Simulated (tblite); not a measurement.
Run report: SiPH5O4, geometry relaxation (part 2 of 2)

SiPH5O4, SMILES O=P(O)(O)O[SiH3]; GFN2-xTB geometry optimisation, gas phase (tblite 0.8.0). 

Geometry of the input (Å):
```
O  0.1783  -2.8832  -1.1321
P  -0.6802  -1.5504  -0.4515
O  -0.7140  -0.2584  -1.6131
O  -2.3118  -2.0178  -0.0948
O  0.0975  -1.0034  0.9984
Si 1.6544  -0.2132  1.0573
H  -0.5517  0.6904  -1.4121
H  -2.6163  -2.9329  -0.0381
H  2.0784  0.1289  -0.2474
H  2.5977  -1.0352  1.6884
H  1.5188  0.9907  1.8217
```

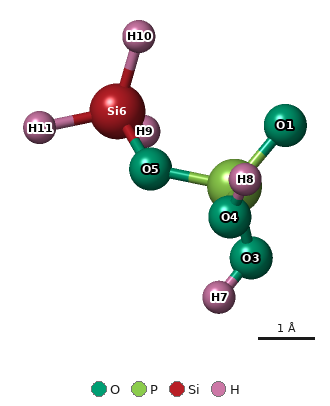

Fig. 1: The geometry at step 66 of the log (ball-and-stick view, seen at a tilt; atoms are numbered from 1 in the order of the input).

Trajectory as extended XYZ, continued:
```
11
Properties=species:S:1:pos:R:3:forces:R:3 step=42 energy=-633.45995
O     0.1611   -2.7455   -0.9261    0.0410  -0.0040  -0.0480
P    -0.5107   -1.5240   -0.5203   -0.0640   0.0450   0.0460
O    -0.5835   -0.3769   -1.6122   -0.0240  -0.0440  -0.0450
O    -2.0402   -1.6952   -0.0957   -0.0380  -0.0370   0.0010
O     0.0929   -0.7920    0.7497   -0.0240   0.0610  -0.0120
Si    1.6255   -0.2666    0.9959   -0.0010  -0.0300   0.0210
H    -1.2051    0.3031   -1.3503    0.0370  -0.0040  -0.0050
H    -2.2200   -2.6169    0.0780    0.0270   0.0140   0.0190
H     2.2382    0.1571   -0.2631   -0.0030   0.0360   0.0350
H     2.3687   -1.3601    1.6095    0.0280  -0.0420   0.0060
H     1.3241    0.8325    1.9113    0.0210   0.0060  -0.0180
11
Properties=species:S:1:pos:R:3:forces:R:3 step=45 energy=-633.46365
O     0.1820   -2.7203   -0.9197   -0.0220   0.1470   0.0370
P    -0.5089   -1.5026   -0.5235    0.0280  -0.0910  -0.1030
O    -0.6072   -0.3775   -1.6369    0.1160  -0.1350  -0.0500
O    -2.0362   -1.6942   -0.1057   -0.0490   0.0490   0.0420
O     0.0908   -0.7492    0.7366   -0.0640   0.0410  -0.0430
Si    1.6361   -0.2734    1.0108   -0.0300  -0.0560  -0.0140
H    -1.2723    0.2746   -1.4275   -0.0470   0.0740   0.0710
H    -2.1879   -2.6059    0.1280    0.0080  -0.0660   0.0350
H     2.2545    0.1574   -0.2427    0.0180   0.0490   0.0490
H     2.3548   -1.3968    1.6028    0.0120  -0.0240  -0.0040
H     1.3455    0.8036    1.9545    0.0300   0.0130  -0.0200
11
Properties=species:S:1:pos:R:3:forces:R:3 step=48 energy=-633.46994
O     0.2109   -2.6769   -0.9052    0.0110  -0.0400   0.0380
P    -0.5152   -1.4756   -0.5307    0.0500  -0.0160  -0.0620
O    -0.6334   -0.3873   -1.6726    0.0690  -0.0740  -0.0720
O    -2.0389   -1.6980   -0.1041    0.0750   0.0520   0.0130
O     0.0782   -0.6826    0.7094   -0.0550   0.0380  -0.0420
Si    1.6407   -0.2876    1.0232   -0.0410  -0.0480  -0.0210
H    -1.3364    0.2356   -1.5069   -0.0760   0.1170   0.0770
H    -2.1343   -2.5972    0.1976   -0.0400  -0.0660   0.0420
H     2.2981    0.1771   -0.1999   -0.0040   0.0180   0.0570
H     2.3168   -1.4633    1.5729   -0.0360   0.0500  -0.0180
H     1.3646    0.7714    1.9931    0.0460  -0.0300  -0.0120
11
Properties=species:S:1:pos:R:3:forces:R:3 step=51 energy=-633.47463
O     0.2195   -2.6698   -0.8935    0.0610  -0.0490   0.0300
P    -0.5137   -1.4676   -0.5382    0.0030  -0.0330  -0.0010
O    -0.6392   -0.3949   -1.6932   -0.0980  -0.0300  -0.0200
O    -2.0294   -1.7030   -0.0900    0.0210   0.0110  -0.0360
O     0.0632   -0.6423    0.6885    0.0300  -0.0080  -0.0560
Si    1.6329   -0.2979    1.0189   -0.0360   0.0620   0.0000
H    -1.3398    0.2291   -1.5069    0.0160   0.0700   0.0140
H    -2.1132   -2.6005    0.2252   -0.0240   0.0060   0.0070
H     2.3238    0.1973   -0.1705   -0.0050  -0.0070  -0.0210
H     2.2824   -1.4923    1.5464   -0.0080  -0.0180   0.0150
H     1.3646    0.7574    1.9901    0.0400  -0.0040   0.0660
11
Properties=species:S:1:pos:R:3:forces:R:3 step=54 energy=-633.47900
O     0.2421   -2.6596   -0.8817   -0.0220   0.1110   0.0170
P    -0.5113   -1.4604   -0.5505    0.0100  -0.0540  -0.0230
O    -0.6695   -0.4052   -1.7206    0.0190  -0.1590  -0.0320
O    -2.0176   -1.7107   -0.0849   -0.0540   0.0080  -0.0410
O     0.0553   -0.6009    0.6577    0.0620  -0.0140  -0.0080
Si    1.6249   -0.3032    1.0244    0.0620   0.0300   0.0240
H    -1.3605    0.2299   -1.5423   -0.0270   0.0660   0.0660
H    -2.0945   -2.5969    0.2619    0.0030  -0.0010   0.0000
H     2.3316    0.2030   -0.1489    0.0200   0.0040  -0.0490
H     2.2620   -1.5134    1.5388   -0.0560   0.0080  -0.0140
H     1.3887    0.7328    2.0228   -0.0170   0.0010   0.0600
11
Properties=species:S:1:pos:R:3:forces:R:3 step=57 energy=-633.48514
O     0.2781   -2.6293   -0.8567    0.0360  -0.0890  -0.0630
P    -0.5117   -1.4472   -0.5656   -0.0490   0.1260   0.0580
O    -0.7265   -0.4475   -1.7711    0.0630  -0.0800  -0.0490
O    -2.0043   -1.7225   -0.0705   -0.0160   0.1360  -0.0760
O     0.0533   -0.5269    0.6004   -0.0160   0.0320  -0.0100
Si    1.6194   -0.3009    1.0270    0.0860  -0.0260  -0.0110
H    -1.3737    0.2269   -1.5720   -0.0290   0.0400   0.0500
H    -2.0424   -2.5872    0.3230   -0.0300  -0.1700   0.0840
H     2.3682    0.2230   -0.1134    0.0110   0.0080  -0.0200
H     2.1846   -1.5611    1.4996   -0.0070   0.0080   0.0020
H     1.4062    0.6881    2.0759   -0.0500   0.0140   0.0350
11
Properties=species:S:1:pos:R:3:forces:R:3 step=60 energy=-633.48722
O     0.2747   -2.6322   -0.8572    0.0120  -0.0150  -0.0040
P    -0.5122   -1.4469   -0.5639   -0.0010  -0.0140  -0.0020
O    -0.7291   -0.4564   -1.7753   -0.0060   0.0000  -0.0250
O    -2.0031   -1.7260   -0.0641   -0.0110   0.0290  -0.0010
O     0.0548   -0.5150    0.5911   -0.0070   0.0060  -0.0070
Si    1.6221   -0.2978    1.0230   -0.0020   0.0170   0.0010
H    -1.3515    0.2361   -1.5549   -0.0040   0.0190   0.0050
H    -2.0408   -2.5963    0.3253   -0.0150  -0.0280   0.0160
H     2.3726    0.2276   -0.1155    0.0180   0.0080  -0.0100
H     2.1692   -1.5644    1.4923    0.0320  -0.0190   0.0170
H     1.3944    0.6867    2.0758   -0.0160  -0.0020   0.0110
11
Properties=species:S:1:pos:R:3:forces:R:3 step=63 energy=-633.48764
O     0.2700   -2.6402   -0.8613   -0.0100   0.0090   0.0040
P    -0.5136   -1.4533   -0.5639   -0.0040  -0.0040  -0.0070
O    -0.7281   -0.4570   -1.7725   -0.0090  -0.0070   0.0030
O    -2.0057   -1.7278   -0.0632    0.0020  -0.0070   0.0070
O     0.0552   -0.5235    0.5924    0.0010  -0.0090   0.0000
Si    1.6218   -0.2949    1.0222    0.0080   0.0010  -0.0080
H    -1.3305    0.2492   -1.5389    0.0020   0.0010  -0.0060
H    -2.0539   -2.6035    0.3150    0.0000   0.0140  -0.0040
H     2.3648    0.2269   -0.1248    0.0120   0.0020   0.0150
H     2.1814   -1.5548    1.5010    0.0110   0.0100   0.0000
H     1.3897    0.6944    2.0707   -0.0130  -0.0100  -0.0040
11
Properties=species:S:1:pos:R:3:forces:R:3 step=66 energy=-633.48778
O     0.2677   -2.6417   -0.8627   -0.0020  -0.0210  -0.0050
P    -0.5154   -1.4554   -0.5636   -0.0010   0.0080   0.0100
O    -0.7289   -0.4583   -1.7711    0.0030   0.0000  -0.0050
O    -2.0077   -1.7284   -0.0632   -0.0010   0.0080   0.0010
O     0.0550   -0.5292    0.5949    0.0130   0.0040  -0.0080
Si    1.6221   -0.2940    1.0208   -0.0070  -0.0130   0.0040
H    -1.3237    0.2532   -1.5349   -0.0090   0.0090  -0.0040
H    -2.0584   -2.6049    0.3115    0.0000  -0.0050   0.0050
H     2.3665    0.2283   -0.1243    0.0080   0.0050   0.0010
H     2.1871   -1.5505    1.5024    0.0070   0.0100  -0.0020
H     1.3868    0.6965    2.0669   -0.0120  -0.0050   0.0020
11
Properties=species:S:1:pos:R:3:forces:R:3 step=69 energy=-633.48806
O     0.2660   -2.6412   -0.8608   -0.0100  -0.0040  -0.0130
P    -0.5170   -1.4538   -0.5650    0.0060  -0.0030  -0.0020
O    -0.7356   -0.4608   -1.7758    0.0000  -0.0020   0.0060
O    -2.0074   -1.7281   -0.0592    0.0020   0.0180   0.0030
O     0.0582   -0.5237    0.5877    0.0100   0.0000  -0.0170
Si    1.6245   -0.2955    1.0201   -0.0210   0.0060   0.0190
H    -1.3288    0.2539   -1.5439    0.0030  -0.0130   0.0020
H    -2.0545   -2.6032    0.3192    0.0020  -0.0030   0.0040
H     2.3786    0.2326   -0.1157    0.0000   0.0060  -0.0060
H     2.1892   -1.5522    1.4994    0.0060  -0.0050   0.0000
H     1.3778    0.6874    2.0708    0.0030   0.0010   0.0050
11
Properties=species:S:1:pos:R:3:forces:R:3 step=72 energy=-633.48823
O     0.2660   -2.6396   -0.8600   -0.0040  -0.0120  -0.0160
P    -0.5169   -1.4513   -0.5679   -0.0070   0.0030  -0.0040
O    -0.7417   -0.4646   -1.7823   -0.0080   0.0030  -0.0020
O    -2.0047   -1.7253   -0.0535    0.0080  -0.0040   0.0070
O     0.0615   -0.5138    0.5763   -0.0050  -0.0060   0.0020
Si    1.6246   -0.2967    1.0222    0.0110   0.0100  -0.0040
H    -1.3352    0.2504   -1.5515    0.0090  -0.0180   0.0010
H    -2.0465   -2.6000    0.3274   -0.0040   0.0140  -0.0030
H     2.3831    0.2346   -0.1105   -0.0020   0.0030   0.0150
H     2.1870   -1.5564    1.4977   -0.0020  -0.0020  -0.0040
H     1.3738    0.6781    2.0789    0.0050   0.0100   0.0090
11
Properties=species:S:1:pos:R:3:forces:R:3 step=75 energy=-633.48842
O     0.2629   -2.6418   -0.8635   -0.0100   0.0000  -0.0060
P    -0.5173   -1.4514   -0.5718    0.0050  -0.0110  -0.0050
O    -0.7495   -0.4711   -1.7892    0.0150   0.0010  -0.0140
O    -2.0018   -1.7203   -0.0472   -0.0070  -0.0120   0.0030
O     0.0648   -0.5093    0.5663    0.0100  -0.0010   0.0020
Si    1.6248   -0.2957    1.0237    0.0170  -0.0060   0.0050
H    -1.3375    0.2461   -1.5536   -0.0110   0.0080  -0.0010
H    -2.0413   -2.5949    0.3334   -0.0140  -0.0040   0.0080
H     2.3907    0.2399   -0.1013   -0.0010   0.0100   0.0070
H     2.1869   -1.5582    1.4943   -0.0100   0.0070  -0.0050
H     1.3684    0.6721    2.0856    0.0050   0.0090   0.0050
11
Properties=species:S:1:pos:R:3:forces:R:3 step=78 energy=-633.48866
O     0.2577   -2.6467   -0.8691   -0.0110   0.0190   0.0020
P    -0.5173   -1.4532   -0.5750    0.0020  -0.0010  -0.0040
O    -0.7516   -0.4725   -1.7926    0.0100  -0.0010   0.0100
O    -2.0018   -1.7168   -0.0461    0.0010  -0.0080   0.0010
O     0.0705   -0.5119    0.5618    0.0170  -0.0070  -0.0150
Si    1.6283   -0.2945    1.0266   -0.0140   0.0000   0.0050
H    -1.3467    0.2397   -1.5580    0.0030  -0.0040  -0.0030
H    -2.0440   -2.5892    0.3392   -0.0080  -0.0020   0.0050
H     2.4007    0.2476   -0.0902   -0.0030   0.0140  -0.0070
H     2.1905   -1.5584    1.4906   -0.0040  -0.0030   0.0080
H     1.3649    0.6715    2.0896    0.0070  -0.0070  -0.0040
11
Properties=species:S:1:pos:R:3:forces:R:3 step=81 energy=-633.48875
O     0.2563   -2.6465   -0.8712    0.0040  -0.0080  -0.0020
P    -0.5177   -1.4529   -0.5771   -0.0010   0.0020   0.0040
O    -0.7529   -0.4739   -1.7953   -0.0100   0.0080   0.0060
O    -2.0011   -1.7164   -0.0442    0.0020   0.0000   0.0000
O     0.0739   -0.5100    0.5560   -0.0030  -0.0010   0.0020
Si    1.6289   -0.2945    1.0283    0.0060  -0.0010  -0.0100
H    -1.3506    0.2367   -1.5621    0.0090  -0.0080  -0.0050
H    -2.0442   -2.5875    0.3443    0.0000   0.0060  -0.0010
H     2.4032    0.2517   -0.0859   -0.0040   0.0100   0.0020
H     2.1898   -1.5599    1.4903   -0.0050  -0.0010   0.0070
H     1.3656    0.6686    2.0938    0.0010  -0.0070  -0.0020
11
Properties=species:S:1:pos:R:3:forces:R:3 step=84 energy=-633.48880
O     0.2558   -2.6471   -0.8722    0.0020  -0.0040   0.0010
P    -0.5180   -1.4532   -0.5784    0.0010  -0.0030   0.0000
O    -0.7565   -0.4767   -1.7977    0.0060  -0.0050  -0.0070
O    -2.0001   -1.7162   -0.0419   -0.0030   0.0070   0.0000
O     0.0754   -0.5073    0.5512   -0.0020  -0.0020   0.0050
Si    1.6294   -0.2945    1.0277    0.0030  -0.0040   0.0000
H    -1.3499    0.2367   -1.5639   -0.0060   0.0080   0.0020
H    -2.0433   -2.5864    0.3481    0.0020  -0.0010   0.0020
H     2.4059    0.2567   -0.0820    0.0000   0.0070  -0.0050
H     2.1872   -1.5612    1.4897   -0.0020  -0.0010   0.0020
H     1.3650    0.6647    2.0961   -0.0020  -0.0010   0.0010
11
Properties=species:S:1:pos:R:3:forces:R:3 step=87 energy=-633.48882
O     0.2553   -2.6482   -0.8728   -0.0020   0.0020   0.0020
P    -0.5176   -1.4537   -0.5784   -0.0010   0.0010  -0.0010
O    -0.7554   -0.4761   -1.7972    0.0040  -0.0020  -0.0020
O    -2.0004   -1.7150   -0.0426    0.0000   0.0000   0.0000
O     0.0760   -0.5095    0.5524    0.0010  -0.0020   0.0000
Si    1.6304   -0.2948    1.0274   -0.0030   0.0030   0.0020
H    -1.3512    0.2357   -1.5639    0.0000   0.0010   0.0010
H    -2.0442   -2.5852    0.3477    0.0010   0.0010   0.0010
H     2.4052    0.2586   -0.0827   -0.0020   0.0010  -0.0010
H     2.1880   -1.5609    1.4912    0.0020  -0.0010  -0.0020
H     1.3650    0.6646    2.0956    0.0000  -0.0020   0.0000
```
